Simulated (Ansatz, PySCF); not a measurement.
Breaking the Si2–O1 bond in H4OSi (SMILES O[SiH3]) (multiplicity 1 held, fragments rigid). Energies count from the point at 1.653 Å.
Geometry at that point (charge 0, multiplicity 1):
| atom | x (Å) | y (Å) | z (Å) |
|---|---|---|---|
| O | 1.0387 | -0.3347 | -0.2562 |
| Si | -0.5088 | 0.1297 | 0.0921 |
| H | 1.7621 | 0.0911 | 0.2094 |
| H | -0.8430 | -0.1066 | 1.5186 |
| H | -1.3792 | -0.6922 | -0.7709 |
| H | -0.7258 | 1.5694 | -0.1959 |

R- and RO- levels are restricted; in cc, def2 and unpolarised 6-31G sets they are followed outwards from rest. Unrestricted levels (U-) break spin symmetry where that is lower. Active spaces are followed from a long bond inwards. Curves can end on different states.

Correlated levels freeze the cores. Rows in 6-31G* carry no dispersion term and start afresh at each structure (6-31G* with six Cartesian d functions).

Codes used: Ansatz (a quantum-chemistry and plane-wave program); PySCF for 6-31G* rows. Values without a source in brackets are computed.

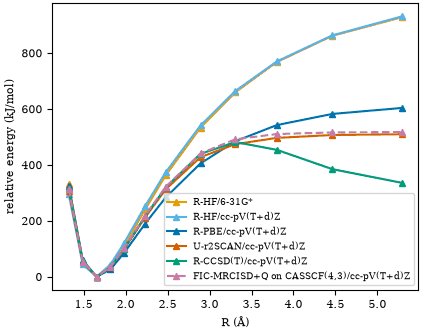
Figure: Relative energy along the coordinate

Doubts at one or more of the structures used: a restricted determinant that unrestricted orbitals would lower (R-HF/6-31G*, R-HF/cc-pV(T+d)Z, R-PBE/cc-pV(T+d)Z, R-CCSD(T)/cc-pV(T+d)Z); a spin-contaminated determinant (U-r2SCAN/cc-pV(T+d)Z); other coupled-cluster roots lie near (R-CCSD(T)/cc-pV(T+d)Z); T1 above 0.05 (R-CCSD(T)/cc-pV(T+d)Z); active orbitals that take no part (FIC-MRCISD+Q on CASSCF(4,3)/cc-pV(T+d)Z).
